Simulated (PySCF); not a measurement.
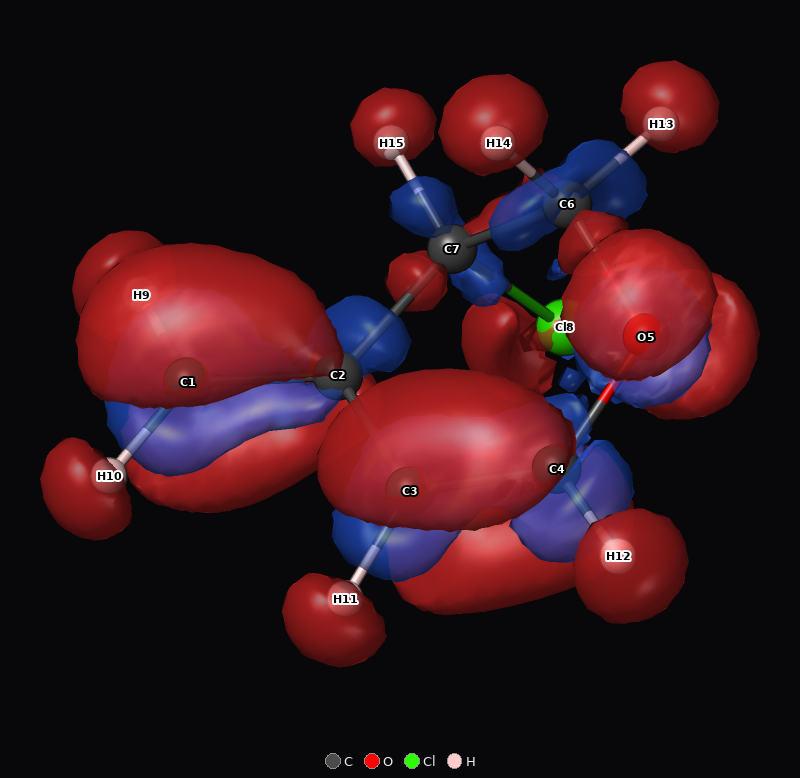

Figure. C$_{6}$H$_{7}$ClO, SMILES `C=C1C=COCC1Cl`. Fukui function f⁻ = ρ(N) − ρ(N−1) at fixed geometry, surfaces at ±0.02 e/Å³ (red positive, blue negative).

Level of theory: PBE/def2-SVP (PySCF), at a geometry from GFN2-xTB. No frequency check shows the geometry to be a minimum. GFN2-xTB bond lengths at metals and heavier atoms can be off by up to 0.1 Å and shapes distorted, which carries into these values.

Geometry (Å), atoms numbered from 1:

```
C1      -1.6154   -1.8556    0.3331
C2      -0.5579   -1.0635    0.1618
C3       0.6206   -1.4242   -0.5991
C4       1.6960   -0.6299   -0.6252
O5       1.8599    0.4936    0.1038
C6       0.8975    0.7114    1.1119
C7      -0.5185    0.3400    0.6928
Cl8     -1.0567    1.4558   -0.6203
H9      -2.4816   -1.5321    0.8831
H10     -1.6417   -2.8475   -0.0823
H11      0.6006   -2.3283   -1.1830
H12      2.5612   -0.8235   -1.2423
H13      0.9687    1.7692    1.3748
H14      1.1567    0.1020    1.9923
H15     -1.2134    0.4921    1.5199
```

### Which atoms respond most to the removal of an electron?

f⁻ (Hirshfeld-condensed) is largest on C1 (0.15), Cl8 (0.12) and C3 (0.11); the vertical ionisation energy is 7.99 eV (the stability of the cation's solution wasn't checked). Condensed values hint at sites of electrophilic attack but needn't mark the atom that reacts. Shares this close don't rank the sites. Orbital relaxation makes it negative in places (0.20 e in all).

Run time: 5.6 min on 1 thread of AMD EPYC (Zen 3), on a shared host, peak memory 0.63 GiB.
